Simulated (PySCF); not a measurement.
Breaking a bond: H₂Be, SMILES [BeH2]. The Be1–H3 bond (Be1 also carries H; H3 carries nothing else) is pulled apart rigidly from the PBE0/def2-TZVP optimised geometry.

```
3

Be     0.0000     0.0000     0.0000
H     -0.0001     0.0001    -1.3387
H      0.0000     0.0000     1.3387
```

UKS-M06-2X = unrestricted M06-2X/6-31G in PySCF; RMP2 = MP2 on RHF/6-31G run with PySCF; RCCSD(T) = PySCF with CCSD(T) on RHF/6-31G; RCCSD = CCSD on RHF/6-31G (PySCF).

Energies are in eV, each relative to the lowest point of its own curve near equilibrium.

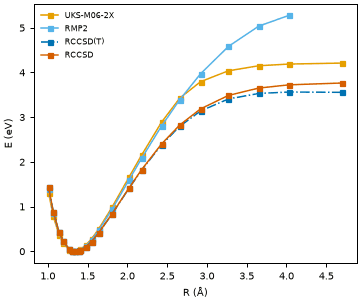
Figure. Energy against bond length for each method.

| R / Å | UKS-M06-2X | RMP2 | RCCSD(T) | RCCSD |
|---|---|---|---|---|
| 1.01 | 1.306 | 1.403 | 1.429 | 1.429 |
| 1.07 | 0.779 | 0.853 | 0.878 | 0.877 |
| 1.14 | 0.371 | 0.421 | 0.442 | 0.441 |
| 1.19 | 0.187 | 0.221 | 0.238 | 0.237 |
| 1.27 | 0.030 | 0.044 | 0.053 | 0.053 |
| 1.31 | 0.003 | 0.008 | 0.012 | 0.012 |
| 1.34 | 0.000 | 0.000 | 0.000 | 0.000 |
| 1.39 | 0.024 | 0.017 | 0.009 | 0.010 |
| 1.41 | 0.043 | 0.032 | 0.022 | 0.022 |
| 1.48 | 0.141 | 0.122 | 0.100 | 0.100 |
| 1.55 | 0.279 | 0.254 | 0.217 | 0.219 |
| 1.64 | 0.500 | 0.466 | 0.409 | 0.411 |
| 1.81 | 0.993 | 0.947 | 0.841 | 0.845 |
| 2.02 | 1.654 | 1.593 | 1.406 | 1.413 |
| 2.18 | 2.153 | 2.082 | 1.817 | 1.827 |
| 2.43 | 2.887 | 2.802 | 2.382 | 2.401 |
| 2.66 | 3.428 | 3.394 | 2.797 | 2.826 |
| 2.92 | 3.793 | 3.969 | 3.137 | 3.184 |
| 3.27 | 4.036 | 4.580 | 3.406 | 3.485 |
| 3.65 | 4.149 | 5.033 | 3.529 | 3.650 |
| 4.03 | 4.187 | 5.275 | 3.562 | 3.722 |
| 4.70 | 4.209 | — | 3.555 | 3.763 |

At the longest distance, 4.70 Å, UKS-M06-2X lies highest above its minimum (4.209 eV) and RCCSD(T) lowest (3.555 eV).

A dash means that the run gave no value there, or that the column was ended at a point which the program doubted or which failed a test of continuity chosen for this set; such a test can also cut sound points.

The unrestricted determinant behind UKS-M06-2X is spin-contaminated at 2.66 to 4.70 Å (<S²> up to 1.0, against 0.00 for a pure singlet). The restricted form behind RMP2 keeps the bonding electrons paired and can't separate into open-shell fragments. The T1 diagnostic of CCSD on the restricted reference of RMP2, RCCSD(T), RCCSD exceeds 0.045 at 2.92 to 4.70 Å.
